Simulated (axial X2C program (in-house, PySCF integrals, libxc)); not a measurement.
# All-electron X2C curves of MoS

Aim: find the lowest determinant of MoS, scan the bond at several levels and fit the constants, once spin-free and once with spin–orbit coupling.

Computed with an in-house X2C program for linear molecules on PySCF integrals. Level: all-electron X2C, Mo dyall-cv3z, S dyall-av3z.

All values are calculated.

### Step 1. Set-up

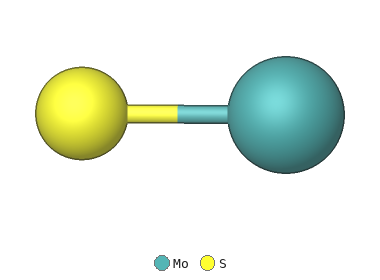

The two atoms at 2.150 Å (molybdenum teal, sulfur yellow).

task.json reads:

```json
{"zs": [42, 16], "q": 0, "bas": ["dyall-cv3z", "dyall-av3z"], "levels": ["PBE0", "HF", "PW91"], "cc": true, "r0": 2.15, "thr": -2.0, "nmax": 110, "npts": 10, "nst": 2, "ntry": 8}
```

Keys: zs atomic numbers; q charge; bas basis sets; levels methods (HF also brings MP2); cc coupled cluster on or off; r0 starting distance in Å; thr threshold in hartree for freezing inner shells (an s shell follows its p shell); nmax most natural virtual spinors; npts points asked for on the curve; nst determinants followed; ntry starts of the search.

On the command line:

```bash
python so2c.py task.json out
```

Spin-free means the one-electron spin-free X2C Hamiltonian; two-component (2c) means X2C with spin–orbit coupling and atomic mean-field two-electron Coulomb and Gaunt terms. Basis: Mo dyall-cv3z contracted to [11s12p9d5f3g], S dyall-av3z contracted to [9s8p3d2f]; Gaussian nuclei, density fitting. Masses: Mo 97.905 u, S 31.972 u.

Notation: σ, π±, δ± give the projection m of an orbital's angular momentum (0, ±1, ±2), α and β its spin, Λ and M_S the sums; ω is the projection of a spinor's total angular momentum and Ω the sum. Logs are in hartree.

The results follow Hamiltonian by Hamiltonian and level by level.

### Step 2. Which state to follow

Determinants are compared with PBE0 at 2.150 Å.

Spin-free determinants:

```json
{"ΔE (eV)": "0.00", "state": "M_S = 2, Λ = 1", "open shells": "beyond closed shells: σα, π+α, δ+α, δ-α"}
{"ΔE (eV)": "0.95", "state": "M_S = 2, Λ = 0", "open shells": "beyond closed shells: π+α, π-α, δ+α, δ-α"}
{"ΔE (eV)": "0.97", "state": "M_S = 1, Λ = 1", "open shells": "beyond closed shells: σα, π+β, δ+α, δ-α"}
{"ΔE (eV)": "1.04", "state": "M_S = 1, Λ = 0", "open shells": "beyond closed shells: δ+α, δ-α"}
{"ΔE (eV)": "1.27", "state": "M_S = 2, Λ = 0", "open shells": "beyond closed shells: 2 × σα, δ+α, δ-α"}
{"ΔE (eV)": "1.40", "state": "M_S = 1, Λ = 1", "open shells": "beyond closed shells: σβ, π+α, δ+α, δ-α"}
{"ΔE (eV)": "1.48", "state": "M_S = 1, Λ = 2", "open shells": "beyond closed shells: σα, δ+α, δ+β, δ-α"}
```

Two-component determinants:

```json
{"ΔE (eV)": "0.00", "state": "Ω = 1", "open shells": "excess of +ω over −ω: ω = -3/2, ω = 5/2"}
{"ΔE (eV)": "0.08", "state": "Ω = 3", "open shells": "excess of +ω over −ω: ω = 1/2, ω = 5/2"}
{"ΔE (eV)": "0.97", "state": "Ω = 2", "open shells": "excess of +ω over −ω: 2 × ω = 1/2, ω = -3/2, ω = 5/2"}
{"ΔE (eV)": "0.99", "state": "Ω = 2", "open shells": "excess of +ω over −ω: ω = -1/2, ω = 5/2"}
{"ΔE (eV)": "1.05", "state": "Ω = 0", "open shells": "excess of +ω over −ω: ω = -1/2, 2 × ω = 3/2, ω = -5/2"}
{"ΔE (eV)": "1.40", "state": "Ω = 0", "open shells": "excess of +ω over −ω: 2 × ω = 1/2, ω = 3/2, ω = -5/2"}
{"ΔE (eV)": "1.59", "state": "Ω = 1", "open shells": "excess of +ω over −ω: ω = -1/2, ω = 3/2"}
```

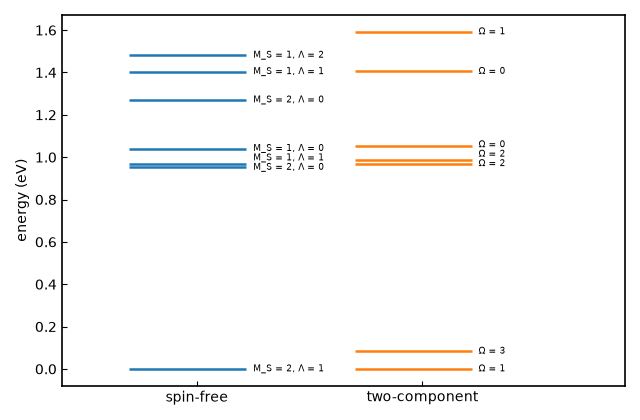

The determinants found, each set from its own lowest.

### Step 3. PBE0, spin-free

State followed: M_S = 2, Λ = 1 (beyond closed shells: σα, π+α, δ+α, δ-α). The scan is laid around 2.139 Å, a first estimate of the minimum, and this SCF restarts from the orbitals of the search.

Output at 2.139 Å:

```text
spin-free X2C-1e  PBE0
basis functions 216  fitting functions 999  grid points 5080
iter        total energy     max residual
   1      -4446.553159184     2.60e+00
   2      -4447.299123626     1.34e-02
   3      -4447.297745376     1.76e-02
   4      -4447.302664491     1.62e-03
   5      -4447.302571842     2.64e-03
   6      -4447.302755939     3.33e-04
   7      -4447.302758024     1.09e-04
   8      -4447.302758462     5.87e-05
   9      -4447.302758751     1.74e-05
  10      -4447.302758809     7.41e-06
  11      -4447.302758820     4.13e-06
  12      -4447.302758822     6.09e-07
converged
one-electron -6467.33748243  Coulomb 2003.96761862  exact exchange -36.92647296  xc functional -113.25564399  nuclear repulsion 166.24922194
```

Along the bond, energies from the lowest point:

| R (Å) | E (eV) | μ (D) | HOMO (eV) | LUMO (eV) | iterations |
| --- | --- | --- | --- | --- | --- |
| 1.861 | 1.2053 | -2.88 | -4.76 | -2.74 | 14 |
| 1.946 | 0.4785 | -3.38 | -4.97 | -2.93 | 14 |
| 2.011 | 0.1773 | -3.74 | -5.11 | -3.07 | 14 |
| 2.075 | 0.0312 | -4.08 | -5.24 | -3.20 | 14 |
| 2.139 | 0.0000 | -4.39 | -5.34 | -3.32 | 12 |
| 2.214 | 0.0654 | -4.69 | -5.43 | -3.43 | 15 |
| 2.289 | 0.2004 | -4.92 | -5.50 | -3.51 | 15 |
| 2.385 | 0.4292 | -5.12 | -5.56 | -3.55 | 15 |
| 2.503 | 0.7423 | -5.30 | -5.62 | -3.55 | 15 |
| 2.674 | 1.2016 | -5.53 | -5.67 | -3.49 | 15 |

Dipoles are positive if S is the positive end.

Outer orbitals at the reference distance:

```json
{"symmetry": "σβ", "occupied": "yes", "ε (eV)": "-18.30", "atomic character": "68% S s, 12% Mo d, 10% Mo p"}
{"symmetry": "σα", "occupied": "yes", "ε (eV)": "-17.92", "atomic character": "68% S s, 13% Mo d, 9% Mo p"}
{"symmetry": "σα", "occupied": "yes", "ε (eV)": "-8.76", "atomic character": "51% S p, 40% Mo d, 5% S s"}
{"symmetry": "π+α", "occupied": "yes", "ε (eV)": "-8.51", "atomic character": "59% Mo d, 36% S p"}
{"symmetry": "σβ", "occupied": "yes", "ε (eV)": "-8.32", "atomic character": "70% S p, 19% Mo d, 4% Mo s"}
{"symmetry": "π-α", "occupied": "yes", "ε (eV)": "-7.92", "atomic character": "54% Mo d, 39% S p"}
{"symmetry": "π-β", "occupied": "yes", "ε (eV)": "-7.56", "atomic character": "68% S p, 21% Mo d, 5% Mo f"}
{"symmetry": "π+β", "occupied": "yes", "ε (eV)": "-7.56", "atomic character": "68% S p, 21% Mo d, 5% Mo f"}
{"symmetry": "δ+α", "occupied": "yes", "ε (eV)": "-7.13", "atomic character": "98% Mo d"}
{"symmetry": "δ-α", "occupied": "yes", "ε (eV)": "-7.06", "atomic character": "98% Mo d"}
{"symmetry": "σα", "occupied": "yes", "ε (eV)": "-6.20", "atomic character": "46% Mo s, 26% Mo d, 21% S p"}
{"symmetry": "π+α", "occupied": "yes", "ε (eV)": "-5.34", "atomic character": "42% S p, 36% Mo d, 14% Mo p"}
{"symmetry": "π-α", "occupied": "no", "ε (eV)": "-3.32", "atomic character": "39% Mo d, 36% S p, 18% Mo p"}
{"symmetry": "σα", "occupied": "no", "ε (eV)": "-2.33", "atomic character": "44% Mo p, 18% Mo s, 17% Mo d"}
{"symmetry": "σβ", "occupied": "no", "ε (eV)": "-2.07", "atomic character": "56% Mo s, 22% Mo d, 9% S p"}
{"symmetry": "π-β", "occupied": "no", "ε (eV)": "-1.36", "atomic character": "69% Mo d, 11% S p, 11% Mo p"}
```

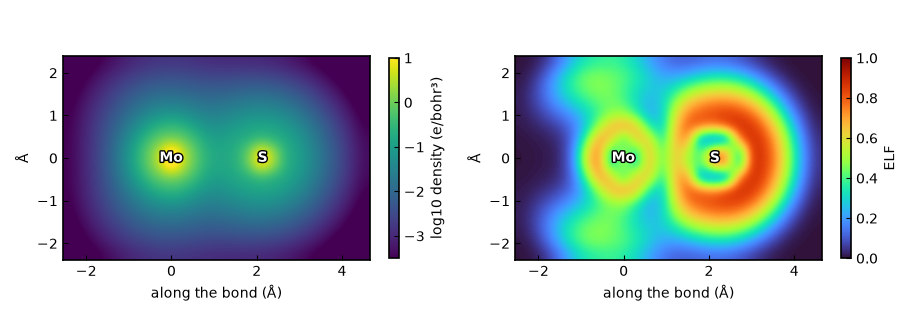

PBE0 fields in a plane through the axis, from a grid of 0.3 Å; Mo lies at z = 0 and S at z = 2.139 Å; the ELF is damped to zero where the density is low.

Re = 2.128 Å, ωe = 488 cm⁻¹, ωexe = 3 cm⁻¹, Be = 0.1545 cm⁻¹, De = 3.57 eV, μ = -4.34 D.

### Step 4. HF, spin-free

Output at 2.139 Å:

```text
spin-free X2C-1e  HF
basis functions 216  fitting functions 999  grid points 5080
iter        total energy     max residual
   1      -4444.826533706     3.38e-01
   2      -4444.856322042     1.65e-02
   3      -4444.859949865     9.29e-03
   4      -4444.862839783     5.06e-03
   5      -4444.864839965     5.17e-03
   6      -4444.867019442     4.87e-03
   7      -4444.869273488     4.27e-03
   8      -4444.870850997     2.89e-03
   9      -4444.871367058     1.46e-03
  10      -4444.871606627     4.95e-04
  11      -4444.871628148     3.41e-04
  12      -4444.871632543     2.28e-04
  13      -4444.871638051     1.31e-04
  14      -4444.871639606     4.74e-05
  15      -4444.871639995     1.21e-05
  16      -4444.871640036     6.04e-06
  17      -4444.871640039     3.28e-06
  18      -4444.871640040     1.12e-06
converged
one-electron -6467.13965042  Coulomb 2003.90581700  exact exchange -147.88702856  xc functional 0.00000000  nuclear repulsion 166.24922194
```

No constants are quoted: too few points lie around the minimum for a second fit to confirm the first.

### Step 5. PW91, spin-free

Output at 2.139 Å:

```text
spin-free X2C-1e  PW91
basis functions 216  fitting functions 999  grid points 5080
iter        total energy     max residual
   1      -4448.090083707     1.12e-01
   2      -4448.091582251     1.51e-02
   3      -4448.000450121     5.79e-02
   4      -4448.096057414     2.99e-03
   5      -4448.096247240     1.56e-03
   6      -4448.096284475     7.53e-04
   7      -4448.096296093     2.14e-04
   8      -4448.096297376     8.78e-05
   9      -4448.096297734     2.66e-05
  10      -4448.096297751     1.61e-05
  11      -4448.096297757     5.26e-07
  12      -4448.096297757     8.25e-08
converged
one-electron -6467.46118266  Coulomb 2004.07291254  exact exchange 0.00000000  xc functional -150.95724958  nuclear repulsion 166.24922194
```

Re = 2.131 Å, ωe = 502 cm⁻¹, ωexe = 1.97 cm⁻¹, Be = 0.1541 cm⁻¹, De = 4.20 eV, μ = -3.63 D.

### Step 6. MP2 and beyond, spin-free

Correlated methods: 20 electrons correlated (frozen shells, counted by type: Mo 3 s, 2 p, 1 d; S 2 s, 1 p), 292 virtual spinors in MP2, 110 natural virtuals in coupled cluster.

Output of the correlated part at 2.139 Å:

```text
correlated 20  virtual 292  natural virtual 110  E(MP2) -0.588894289  MP2 remainder -0.033555737
iter   CCSD correlation   residual
   1     -0.550064423   1.61e-01
   2     -0.563220580   8.28e-02
   3     -0.569738874   4.89e-02
   4     -0.572235581   3.33e-02
   5     -0.574324049   1.83e-02
   6     -0.574820827   6.90e-03
   7     -0.574921251   2.70e-03
   8     -0.574967281   1.12e-03
   9     -0.574925962   5.26e-04
  10     -0.574932248   2.32e-04
  11     -0.574928336   1.02e-04
  12     -0.574930348   4.49e-05
  13     -0.574929909   2.23e-05
  14     -0.574929746   1.07e-05
  15     -0.574929532   5.36e-06
  16     -0.574929398   2.63e-06
  17     -0.574929337   1.29e-06
  18     -0.574929331   6.35e-07
(T) -0.027750452  T1 0.0663  D1 0.2376  max T2 0.076
```

T1 in the output is the amplitude norm over the root of the electron number; divide by √2 for the Lee–Taylor value.

MP2: No constants are quoted: the reference is strongly spin-contaminated.

CCSD: Re = 2.139 Å, ωe = 429 cm⁻¹, ωexe = 2.26 cm⁻¹, Be = 0.1529 cm⁻¹, De = 3.02 eV. T1 at Re = 0.047 (Lee–Taylor, the printed value over √2).

CCSD(T): Re = 2.115 Å, ωe = 474 cm⁻¹, Be = 0.1564 cm⁻¹, De = 3.33 eV. T1 at Re = 0.047 (Lee–Taylor, the printed value over √2).

### Step 7. A higher determinant, spin-free

State: M_S = 2, Λ = 0 (beyond closed shells: π+α, π-α, δ+α, δ-α).

Output at the reference distance:

```text
spin-free X2C-1e  PBE0
basis functions 216  fitting functions 999  grid points 5080
iter        total energy     max residual
   1      -4446.547575411     2.56e+00
   2      -4447.263804454     1.27e-02
   3      -4447.261927689     1.55e-02
   4      -4447.267395389     1.94e-03
   5      -4447.267328353     2.30e-03
   6      -4447.267448459     1.66e-04
   7      -4447.267450159     8.31e-05
   8      -4447.267450381     1.78e-05
   9      -4447.267450404     6.39e-06
  10      -4447.267450408     3.21e-06
  11      -4447.267450409     1.32e-06
converged
one-electron -6468.59617087  Coulomb 2005.33024330  exact exchange -36.94452974  xc functional -113.30621504  nuclear repulsion 166.24922194
```

| R (Å) | E above the lowest PBE0 point (eV) |
| --- | --- |
| 1.861 | 2.545 |
| 1.946 | 1.681 |
| 2.011 | 1.285 |
| 2.075 | 1.057 |
| 2.139 | 0.961 |
| 2.214 | 0.976 |
| 2.289 | 1.093 |
| 2.385 | 1.346 |
| 2.503 | 1.744 |

Re = 2.166 Å, ωe = 500 cm⁻¹, ωexe = 1.38 cm⁻¹, Be = 0.1491 cm⁻¹, μ = -6.02 D. Te = 0.95 eV.

[end of part 1 of 2]
